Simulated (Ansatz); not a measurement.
ClFOSi$_{2}$

Input file:

```
crystal:
  periodic: [false, false, false]
  atoms:
    - {symbol: Cl, position_ang: [1.763683, 0.990858, 0.054111]}
    - {symbol: F, position_ang: [-1.088462, 3.684945, 0.414052]}
    - {symbol: O, position_ang: [-1.908922, 1.683358, 2.186637]}
    - {symbol: Si, position_ang: [-0.814314, 2.489896, 1.479119]}
    - {symbol: Si, position_ang: [1.559008, 2.101022, 1.834708]}
basis:
  gaussian:
    orbitals: def2-TZVPD
output: {forces: true, orbitals: {seedname: orbitals}}
hamiltonian:
  xc: {name: PBE0}
magnetization:
  spin_polarized: false
  initial_magnetization: 0
```

Command:

```sh
ansatz run input.yaml --threads 1 --pin off --max-ram 2610MiB --events-out events.jsonl --progress --plain --runs-dir runs
```

Geometry: B3LYP-D3(BJ)/def2-SVP.

Level of theory: isolated molecule in a Gaussian basis; Kohn-Sham density functional theory, functional PBE0 in Ansatz.

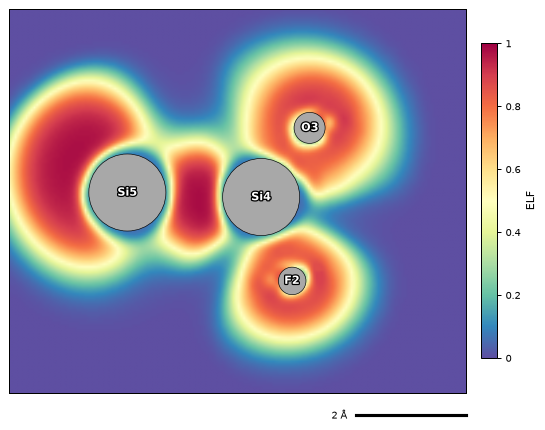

Figure 1. Electron localisation function on the plane of atoms F2, Si4 and O3. Grey discs cover the atomic cores.

Question: Interpret the plot.

Answer:
- Atoms in the plane: F, O and Si.
- Si–O (1.53 Å): the ELF peaks at about 0.80 between the atoms: a short, strongly polar bond.
- Si–F (1.62 Å): the ELF peaks at about 0.85 in the valence shell of F, 0.6 Å from its nucleus, and is about 0.55 at the midpoint.
- Si–Si (2.43 Å): the ELF peaks at about 1 between the atoms: localised, covalent bonding.
- The ELF also peaks beside F2, Si5 and O3, away from the bonds: lone-pair regions.

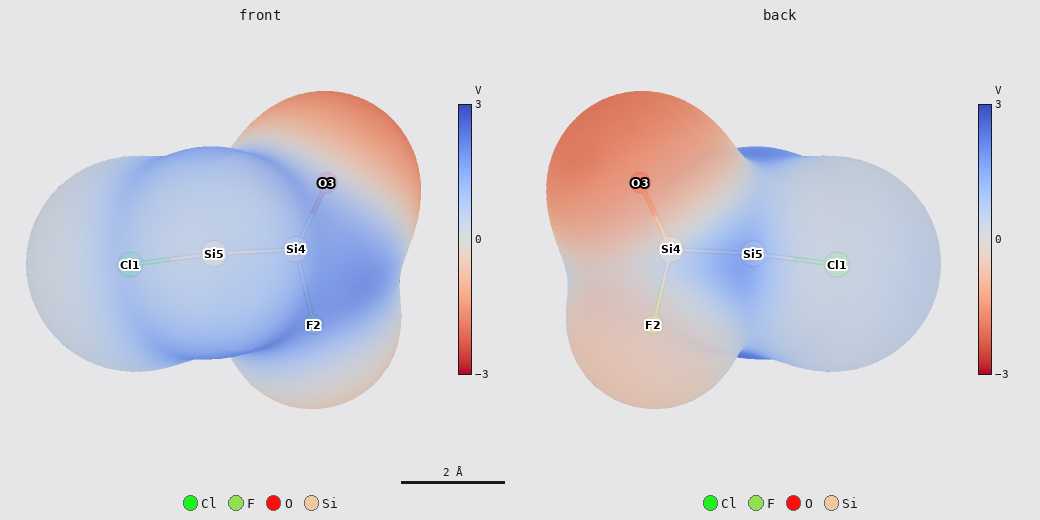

Figure 2. The molecular electrostatic potential painted on the density surface at 0.001 e/bohr³, seen from the front and from behind; the colour scale runs from red (negative) to blue (positive).

Question: Describe the electrostatic potential map.

Answer: The most negative region (about −1.9 V, or −44 kcal/mol for a unit charge) lies over O3, the most positive (about +2.2 V, or +51 kcal/mol for a unit charge) over Si5. O3 is the likeliest acceptor of a hydrogen bond.

Question: How polar is the molecule by this calculation?

Answer: Its dipole moment is 4.24 D.

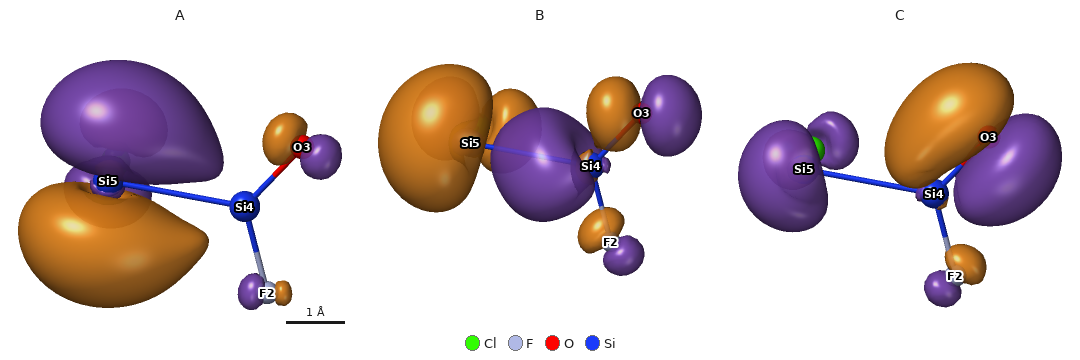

Figure 3. Three frontier orbitals at ±0.1 Å⁻³ᐟ² (orange and purple are the two phases), in no order.

Question: Which picture is the HOMO−1, the HOMO and the LUMO?

Answer: C is the HOMO−1 (−8.86 eV). It lies mainly on O3 (about 70 %), Si4 (about 15 %) and Si5 (about 10 %); largely a lone pair of O3. B is the HOMO (−7.59 eV). Its weight (Hirshfeld) is mainly on Si5 (about 45 %), Si4 (about 20 %), O3 (about 20 %) and Cl1 (about 15 %). A is the LUMO (−4.12 eV). It lies mainly on Si5 (about 75 %) and Cl1 (about 10 %).

Question: What is the HOMO–LUMO gap?

Answer: 3.47 eV between the orbital energies.
